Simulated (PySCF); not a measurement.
C$_{4}$H$_{13}$NSi (SiH3(NEt2))

Input

```
{"job": {"kind": "uv", "xc": "wB97X-D", "basis": "def2-SVPD", "ip": false, "nstates": 10}, "charge": 0, "multiplicity": 1}
Si     0.970551     1.774190     0.651116
H      0.611558     2.061080     2.074107
H      2.452822     1.648370     0.497345
H      0.550958     2.967331    -0.163329
N      0.236456     0.268372     0.206808
C      0.749483    -0.509336    -0.906224
C      1.406644    -1.814939    -0.479475
C     -1.051832    -0.134591     0.735423
C     -2.247852     0.357189    -0.071335
H      1.484681     0.097653    -1.461780
H     -0.058379    -0.716614    -1.634082
H      2.272186    -1.616382     0.170760
H      0.706081    -2.452541     0.081614
H      1.752268    -2.388413    -1.353807
H     -1.083253    -1.236973     0.809685
H     -1.137071     0.230898     1.773127
H     -2.281666     1.457830    -0.092937
H     -2.202781     0.005207    -1.113898
H     -3.193632    -0.004893     0.361483
```

Command:

```sh
OMP_NUM_THREADS=1 python probes_run.py task.json out
```

Geometry: PBE0-D3(BJ)/def2-SVP.

The calculation used wB97X-D/def2-SVPD, SCF density, gas phase (PySCF 2.14.0).

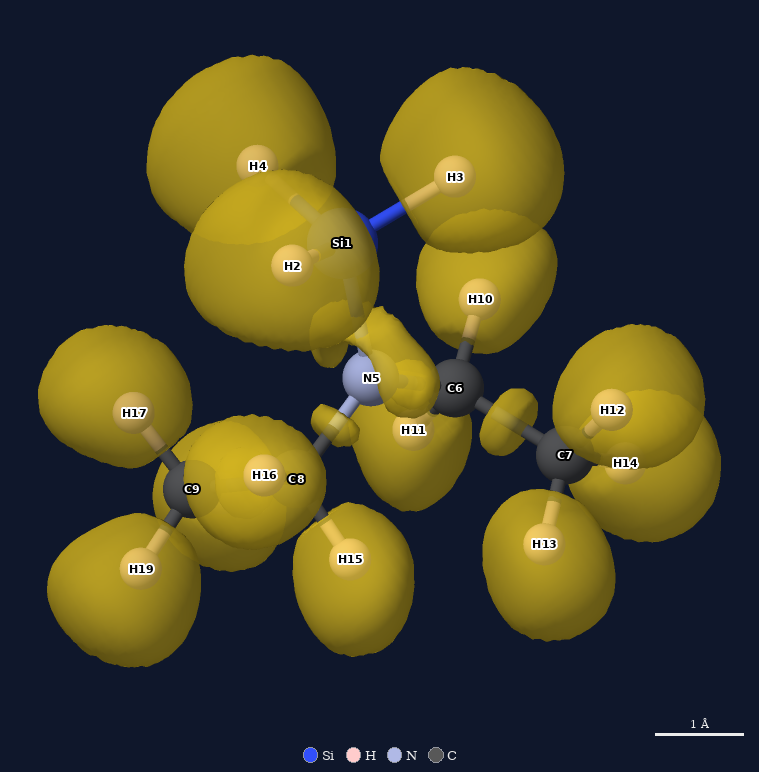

Figure 1. Isosurface of the electron localisation function at 0.85 (yellow), seen at a tilt. Only the valence region is drawn (cores and ρ < 0.01 e/Å³ removed).

Q: Where are the electrons localised?

A: The surface consists of two regions between bonded C–C atoms (shared pairs), two regions between bonded C–N atoms (shared pairs), one region between bonded N–Si atoms (shared pairs) and 13 regions around hydrogen nuclei.


C–N (1.45 Å): the ELF peaks at about 0.95 between the atoms (localised, covalent bonding). C–C (1.52 Å): the ELF peaks at about 0.95 between the atoms, as expected for localised, covalent bonding.

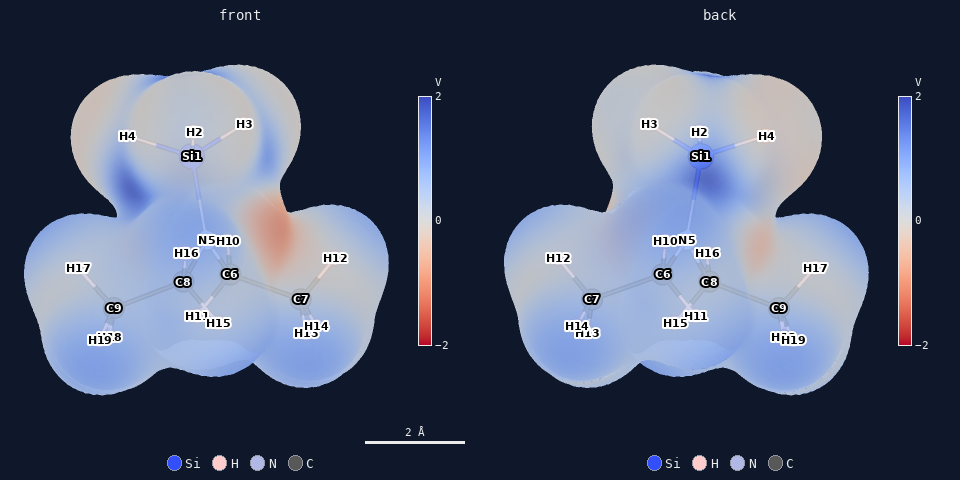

Figure 2. The molecular electrostatic potential painted on the density surface at 0.004 e/bohr³, seen from the front and from behind; the colour scale runs from red (negative) to blue (positive).

Q: Which sites attract a positive test charge, and which a negative one?

A: A positive charge is drawn to the negative regions and a negative charge to the positive ones. The most negative region (about −0.9 V, or −21 kcal/mol for a unit charge) lies over N5, the most positive (about +1.7 V, or +39 kcal/mol for a unit charge) over Si1.

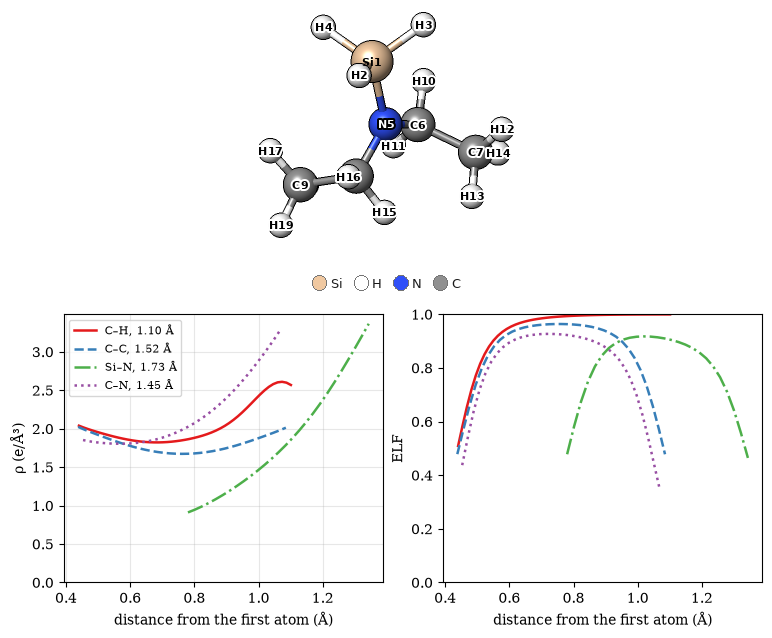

Figure 3. Electron density and ELF along straight lines between neighbouring atoms. The curves leave out the atomic cores. The structure is drawn too.

Q: Compare the contacts.

A: C–H (1.10 Å): ρ is about 1.9 e/Å³ halfway; the ELF climbs to about 1 towards the hydrogen, as it does in any bond to H (a covalent bond by its length).
C–C (1.52 Å): ρ at the midpoint is about 1.7 e/Å³; the ELF peaks at about 0.95 between the atoms; localised, covalent bonding.
Si–N (1.73 Å): ρ is about 1.1 e/Å³ halfway; the ELF peaks at about 0.90 between the atoms, as expected for a shared but strongly polarised pair.
C–N (1.45 Å): the density is about 1.9 e/Å³ at the midpoint; the ELF peaks at about 0.95 between the atoms; a covalent bond.
